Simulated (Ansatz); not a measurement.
**CH4BFSi (SMILES B=C[SiH2]F): density, localisation and related maps**

```xyz
8

C    -0.7283   -0.4046    0.0864
B     0.1963   -0.4394    1.1011
F     0.2512    0.3334   -2.5183
Si   -0.2631    0.9335   -1.0854
H    -1.6226   -0.9972   -0.0977
H     1.0466   -0.3728    1.9185
H     0.8608    1.7265   -0.5122
H    -1.4229    1.8072   -1.4062
```

Geometry: PBE0-D3(BJ)/pcseg-1.

Theory: isolated molecule in a Gaussian basis; Kohn-Sham density functional theory, functional PBE0 (Ansatz).

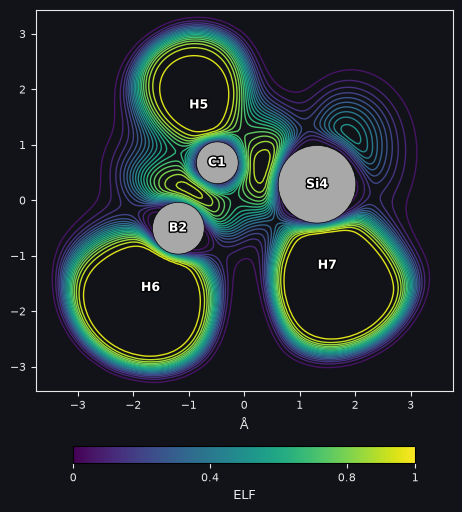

Figure 1. Electron localisation function on the plane of atoms B2, C1 and Si4. Grey discs cover the atomic cores.

> Read the bonding off the picture.

The plane passes through C, B, Si and H nuclei. C–B (1.37 Å): the ELF peaks at about 0.90 between the atoms; a covalent bond. C–Si (1.84 Å): the ELF peaks at about 0.95 between the atoms; a covalent bond. C–H (1.09 Å): the ELF climbs to about 1 towards the hydrogen, as it does in any bond to H: an ordinary covalent bond to hydrogen. B–H (1.18 Å): the ELF climbs to about 1 towards the hydrogen; an ordinary covalent bond to hydrogen. Si–H (1.49 Å): the ELF climbs to about 1 towards the hydrogen.

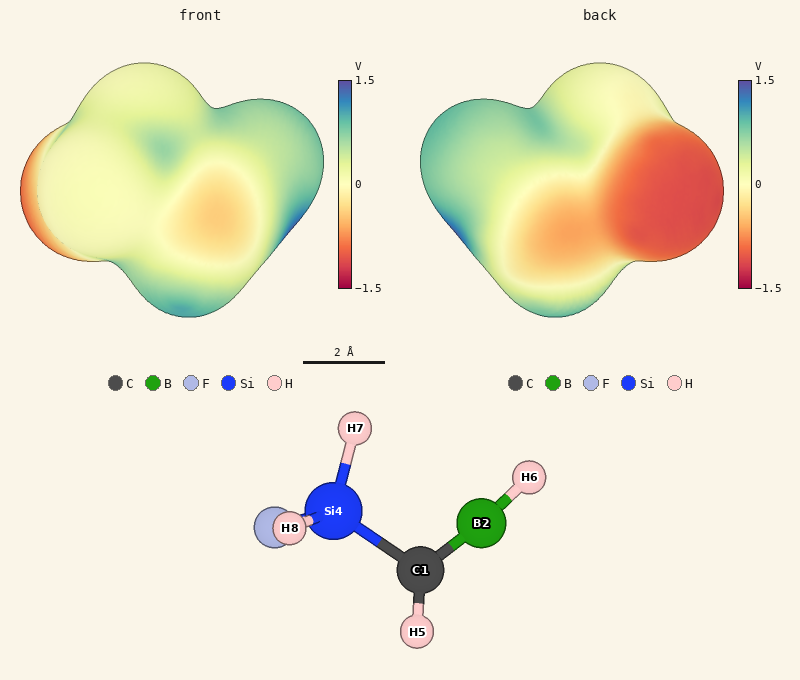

Figure 2. The electrostatic potential painted on the density surface at 0.001 e/bohr³, seen from the front and from behind; red is negative and blue positive. The bare structure is drawn below in the same view.

> Describe the electrostatic potential map.

The most negative region (about −1.1 V) lies over F3, the most positive (about +1.3 V) over B2.

> How polar is the molecule by this calculation?

Its dipole moment is 2.40 D.

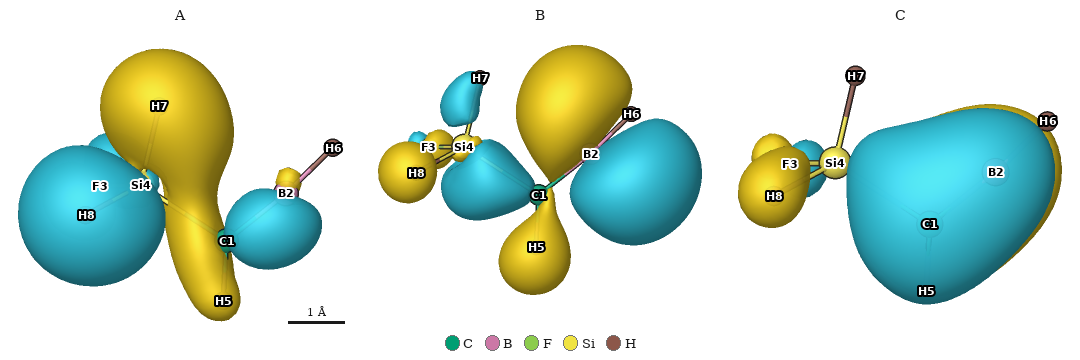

Figure 3. Three frontier orbitals at ±0.08 Å⁻³ᐟ² (yellow and cyan are the two phases), in no order.

> Order the three orbitals by energy and name them.

A is the HOMO−1 (−9.50 eV). It lies mainly on Si4 (about 30 %), H8 (about 30 %), H7 (about 15 %), F3 (about 15 %) and C1 (about 5 %). C is the HOMO (−7.57 eV). It lies mainly on C1 (about 50 %) and B2 (about 35 %); π-bonding across C1–B2. B is the LUMO (−1.76 eV). Its weight (Hirshfeld) is mainly on B2 (about 60 %), C1 (about 10 %), Si4 (about 10 %) and H6 (about 10 %).

> What is the HOMO–LUMO gap?

5.81 eV between the orbital energies.

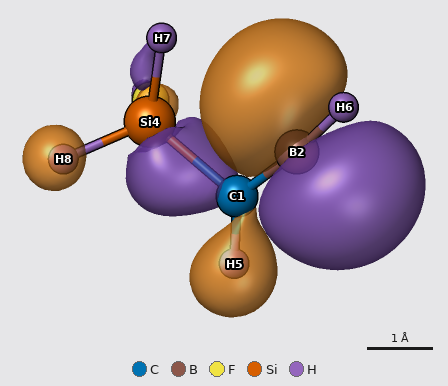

Figure 4. The LUMO at ±0.1 Å⁻³ᐟ² (orange and purple are the two phases), seen at a tilt.

> Describe this orbital and give its energy.

By Hirshfeld shares it lies mainly on B2 (about 60 %), C1 (about 10 %), Si4 (about 10 %) and H6 (about 10 %). Its energy is −1.76 eV.
